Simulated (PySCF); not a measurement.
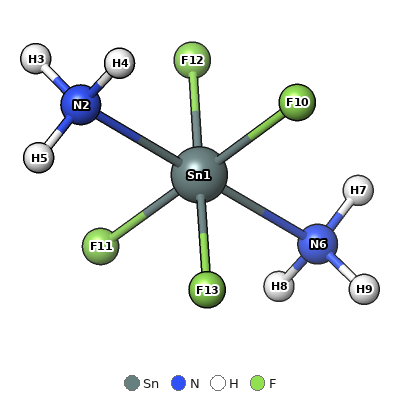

Structure of SnN₂H₆F₄, singlet.

Kohn-Sham orbital energies near the frontier, ωB97X-D/def2-SVPD with PySCF, at a PBE0-D3(BJ)/def2-SVP geometry (no frequency check), isolated molecule; empty levels in grey, levels within 0.03 eV side by side.

**Where do the frontier orbitals lie?**

HOMO at −11.49 eV, LUMO at 0.72 eV, 12.21 eV apart.

**How does −ε(HOMO) compare with the ΔSCF vertical ionisation energy at this level?**

−ε(HOMO) is 11.49 eV, the ΔSCF value 11.95 eV; the orbital energy is 0.45 eV too shallow.

**List the levels with the atoms that carry most of them (a dash for levels above zero or within 0.03 eV of another, where shares mean little).**

```tsv
orbital	energy (eV)	Löwdin shares
LUMO+1	1.90	–
LUMO	0.72	–
HOMO	−11.49	F12 25 %, F11 25 %, F10 25 %
HOMO−1	−11.87	F12 23 %, F11 23 %, F10 23 %
```

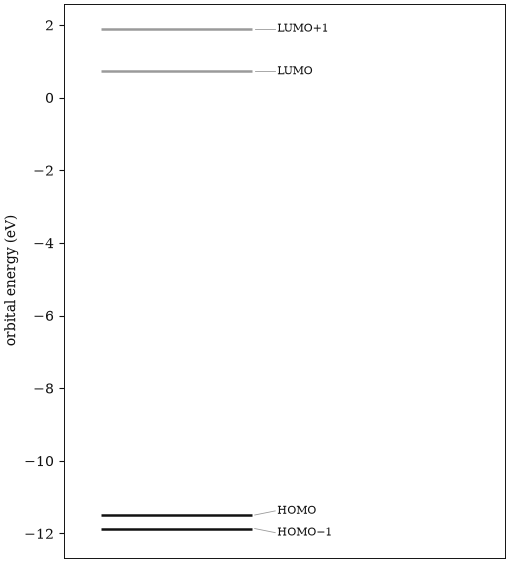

Known limits of this run: effective core potentials, which hold scalar relativity, on atoms heavier than Kr; spin-orbit coupling is left out, and with Sn it can shift these levels and split any degenerate set; empty levels above zero depend strongly on the basis.
